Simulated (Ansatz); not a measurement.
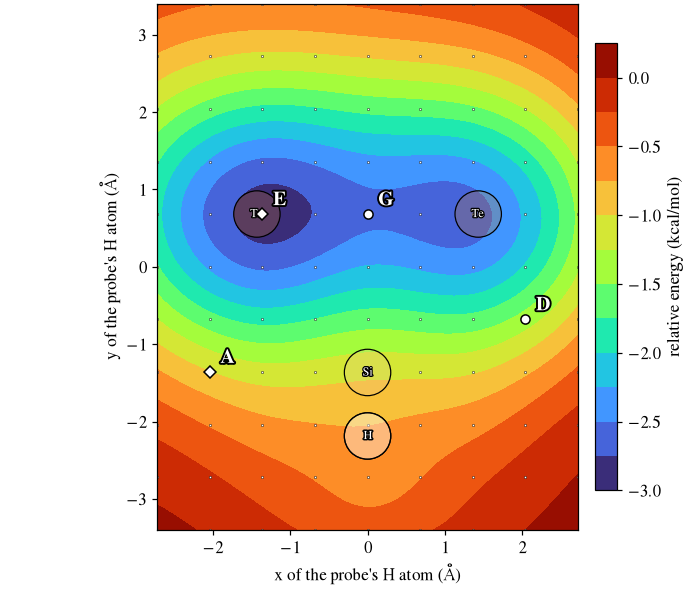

H₂SiTe₂ (SMILES [SiH2]1[Te][Te]1) with the probe H2O. The probe is moved over a plane parallel to the molecule's main plane, 3.34 Å above it. First axis: x of the probe's H atom. Second axis: y of the probe's H atom. Nothing is relaxed (molecule and probe rigid, the probe upright with H nearest the plane). The grid has 9 × 11 points. Points are written as (first, second). All energies are given in kcal/mol relative to molecule and probe far apart, each relaxed in its own basis (no counterpoise correction). These are results of Ansatz 0.2.0, RKS B3LYP-D4/def2-SVPD, not measurements.

In the figure: filled contours, dots at the grid points, labelled circles for the molecule's atoms, projected on the plane, lettered points. Between grid points the surface is interpolated.

> Is A the lowest point of the computed grid?

No. A lies 1.86 kcal/mol above the lowest grid point, which is at (−1.36 Å, 0.68 Å).

> Rank the lettered points by energy, lowest first.

E (−2.86 kcal/mol), G (−2.55 kcal/mol), D (−1.39 kcal/mol), A (−1.00 kcal/mol).
